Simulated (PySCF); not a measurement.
C₄H₈O₂S, SMILES O=C(CCS)OC at its GFN2-xTB optimised geometry (Å):

```
15

C      1.8032    -2.1115    -0.0012
O      1.1745    -0.8354     0.0000
C     -0.1625    -0.8354     0.0000
O     -0.8321    -1.8323     0.0027
C     -0.6960     0.5822     0.0000
C     -2.2141     0.5971    -0.0575
S     -2.8730     2.2963    -0.1445
H      1.5133    -2.6751    -0.8899
H      1.5114    -2.6783     0.8848
H      2.8730    -1.9219     0.0001
H     -0.2725     1.1101    -0.8572
H     -0.3329     1.0811     0.9023
H     -2.5695     0.1039    -0.9611
H     -2.6497     0.0971     0.8064
H     -2.4510     2.6783     1.0600
```

Calculation: PBE0/def2-TZVP run with PySCF.

Map of the electron localisation function on the plane z = 0.8 Å:

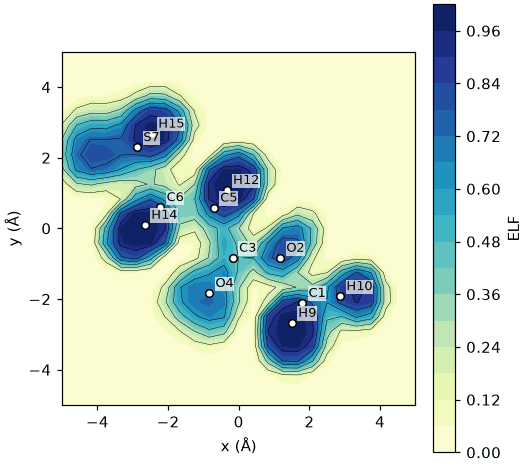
Figure. Electron localisation function on the plane z = 0.8 Å.
